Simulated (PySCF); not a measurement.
# SiH2S (SMILES [SiH]S): levels of theory compared

Aim: a comparison of 6 runs (B3LYP/STO-6G, M06-2X/STO-6G, PBE0/STO-6G, r2SCAN/STO-6G, CCSDT(Q)/STO-6G, CCSDTQ/STO-6G) of SiH2S. 

The calculation is run with PySCF 2.14.0.

4 further runs of the same task are left out: 4 set aside as unsound or not needed.

## Step 1: The molecule

The species is SiH2S (4 atoms), meant as a singlet with charge 0. As SMILES, `[SiH]S`. The Si1–H3 distance was set to 2.288 Å, away from the relaxed value. At this shape a bond of the SMILES string is far longer than usual.

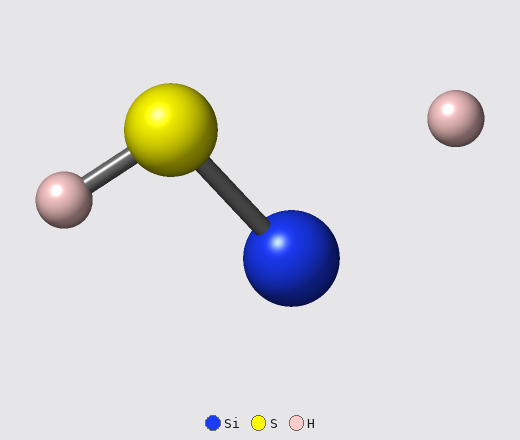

The structure, seen from a chosen angle (silicon blue, sulfur yellow, hydrogen pink).

## Step 2: The energy at B3LYP/STO-6G (run 1)

input.py

```python
from pyscf import gto, dft

molecule = gto.M(
    atom=[
    ('Si', (-0.902957, -1.016199, -0.249054)),
    ('S', (-0.449657, 1.017001, -0.616754)),
    ('H', (1.017500, -1.190800, 0.981400)),
    ('H', (-1.529857, 1.304201, -1.366354)),
],
    max_memory=1860,
    basis='sto-6g',
    charge=0,
    verbose=4,
)

mf = dft.RKS(molecule)
mf.xc = 'b3lyp'
mf.grids.level = 5
mf.conv_tol = 1e-10
mf.kernel()
if not mf.converged:
    mf = mf.newton().run(mf.mo_coeff, mf.mo_occ)

e_final = mf.e_tot
print('E = %.10f Eh' % e_final)
```

On the command line:

```bash
$ OMP_NUM_THREADS=1 python input.py
```

Log:

```text
PySCF version 2.14.0

[... 72 lines left out ...]
converged SCF energy = -686.283500426869
E = -686.2835004269 Eh
```

Wall time 3.6 s (1 thread of Arm Neoverse V1, shared host); peak memory 0.2 GiB.

## Step 3: A single-point energy at M06-2X/STO-6G (run 2)

run.py

```python
from pyscf import gto, dft

mol = gto.M(
    atom='Si -0.902957 -1.016199 -0.249054; S -0.449657 1.017001 -0.616754; H 1.017500 -1.190800 0.981400; H -1.529857 1.304201 -1.366354',
    spin=0,
    charge=0,
    verbose=3,
    max_memory=1860,
    basis='sto-6g',
)

mf = dft.RKS(mol)
mf.xc = 'm06-2x'
mf.grids.level = 5
mf.conv_tol = 1e-10
mf.kernel()
if not mf.converged:
    mf = mf.newton().run(mf.mo_coeff, mf.mo_occ)

energy = mf.e_tot
print('E = %.10f Eh' % energy)
```

On the command line:

```bash
$ OMP_NUM_THREADS=1 python run.py
```

Log:

```text
converged SCF energy = -686.187205696206
E = -686.1872056962 Eh
```

Run time: 4.2 s. Hardware: 1 thread of Arm Neoverse V1, shared host; peak memory 0.2 GiB.

## Step 4: A single-point energy at PBE0/STO-6G (run 3)

run.py

```python
from pyscf import gto, dft

system = gto.M(
    atom='Si -0.902957 -1.016199 -0.249054; S -0.449657 1.017001 -0.616754; H 1.017500 -1.190800 0.981400; H -1.529857 1.304201 -1.366354',
    charge=0,
    basis='sto-6g',
    verbose=3,
    spin=0,
    max_memory=1860,
)

mf = dft.RKS(system, xc='pbe0')
mf.conv_tol = 1e-10
mf.grids.level = 5
mf.kernel()
if not mf.converged:
    mf = mf.newton().run(mf.mo_coeff, mf.mo_occ)

e_final = mf.e_tot
print('E = %.10f Eh' % e_final)
```

On the command line:

```bash
$ OMP_NUM_THREADS=1 python run.py
```

Log:

```text
converged SCF energy = -686.013054846645
E = -686.0130548466 Eh
```

It took 3.3 s on 1 thread of Arm Neoverse V1, shared host; peak memory 0.2 GiB.

Runs 4 to 5 aren't shown in full; the table further down has their settings and results.

## Step 5: The energy at CCSDTQ/STO-6G (run 6)

run.py

```python
from pyscf import gto, scf, cc

system = gto.Mole()
system.atom = '''
Si    -1.706341    -1.920338    -0.470644
S     -0.849729     1.921853    -1.165496
H      1.922796    -2.250286     1.854577
H     -2.891011     2.464583    -2.582035
'''
system.max_memory = 1860
system.spin = 0
system.charge = 0
system.basis = 'sto-6g'
system.unit = 'bohr'
system.verbose = 3
system.build()

mf = scf.RHF(system)
mf.conv_tol = 1e-10
mf.kernel()
if not mf.converged:
    mf = mf.newton().run(mf.mo_coeff, mf.mo_occ)

mycc = cc.CCSDTQ(mf, frozen=10)
mycc.kernel()
etot = mycc.e_tot
print('Final energy', etot)
```

On the command line:

```bash
$ OMP_NUM_THREADS=1 python run.py
```

Log:

```text
converged SCF energy = -685.032230451715
_make_eris_incore_RCCSDTQ

WARN: A large `blksize` is being used, which may cause large memory consumption
      for storing contraction intermediates. If memory is sufficient, consider using
      `pyscf.cc.rccsdtq_highm.RCCSDTQ` instead.

RCCSDTQ converged
E(RCCSDTQ) = -685.162730214825   E_corr = -0.1304997631099328
E_corr(same-spin) = -0.00750559989955952
E_corr(oppo-spin) = -0.122994163210373
Final energy -685.162730214825
```

Wall time 6.3 s (1 thread of Arm Neoverse V1, shared host); peak memory 0.11 GiB.

## Step 6: Overview of the runs

```
run            level  integration grid  frozen core orbitals  energy (Eh)  dipole moment (D) of the reference  HOMO energy (eV)  LUMO energy (eV)  wall time
  1     B3LYP/STO-6G                 5                     –  -686.283500                                2.61             -2.82              1.25      3.6 s
  2    M06-2X/STO-6G                 5                     –  -686.187206                                2.56             -3.91              2.36      4.2 s
  3      PBE0/STO-6G                 5                     –  -686.013055                                2.57             -2.96              1.48      3.3 s
  4    r2SCAN/STO-6G                 5                     –  -686.246546                                2.69             -2.15              0.66      4.8 s
  5  CCSDT(Q)/STO-6G                 –                    10  -685.162711                                2.88             -5.26              5.39      1.7 s
  6    CCSDTQ/STO-6G                 –                    10  -685.162730                                2.88             -5.26              5.39      6.3 s
```

## Step 7: Summary of results

| quantity | value |
| --- | --- |
| run 6: total energy | -685.16273 Eh |
| run 6: dipole moment (Hartree–Fock density) | 2.88 D |
| run 6: HOMO energy (Hartree–Fock orbitals) | -5.26 eV |
| run 6: LUMO energy (Hartree–Fock orbitals) | 5.39 eV |
| run 6: HOMO–LUMO gap (Hartree–Fock orbitals) | 10.65 eV |
| run 6: correlation energy (10 core orbitals frozen) | -130.5 mEh |
| run 6: T1 diagnostic | 0.029 |

In words: Over runs 1, 2, 3, 4 the dipole moment (its size) runs from 2.56 D (M06-2X/STO-6G) to 2.69 D (r2SCAN/STO-6G). Over runs 1, 2, 3, 4 the HOMO–LUMO gap runs from 2.80 eV (r2SCAN/STO-6G) to 6.27 eV (M06-2X/STO-6G). Totals of different functionals can't be ranked against each other. In runs 1, 2, 3, 4, 5, 6 the basis is minimal, so the values are rough. All runs together took 24 s, the longest 6.3 s.
